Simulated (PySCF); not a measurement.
# Cl4Ga ([GaCl4]-): the cost of one run

Computed with PySCF 2.14.0 and routines of our own; the level stands in each step. Atoms count from 0.

## (1) The starting structure

5 atoms, charge -1, multiplicity 1; geometry from: GFN2-xTB.

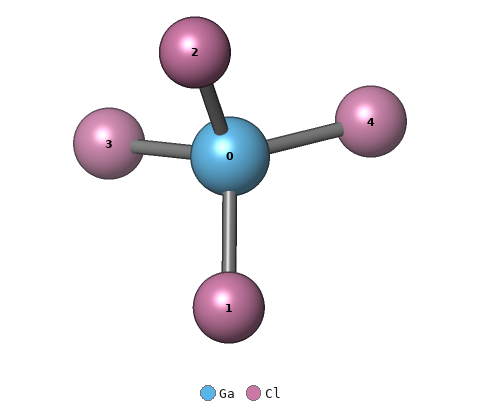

The starting geometry (gallium blue, chlorine pink); sticks join atoms by distance alone.

## (2) Optimising the geometry at PBE0-D3(BJ)/def2-SVP

Job settings and geometry (Å):

```
{"job": {"xc": "PBE0", "basis": "def2-SVP", "d3": "d3bj", "grid": 1, "maxiter": 30, "shake": 0.03, "kind": "geom"}, "charge": -1, "multiplicity": 1}
Ga     0.061660    -0.077100     0.012300
Cl    -0.006700    -0.030290     2.164660
Cl     1.983470     0.003810    -0.759160
Cl    -0.931350     1.782710    -0.715340
Cl    -1.032230    -1.789610    -0.764570
```

The run is started by

```console
$ OMP_NUM_THREADS=1 python heavy_run.py task.json out
```

One launch serves the whole session: the jobs run in the order shown.

Q: Estimate the wall time and peak memory of this first job on 1 thread of Intel Xeon Platinum 8488C, shared host.

About 41 s, with a peak of 0.42 GiB.
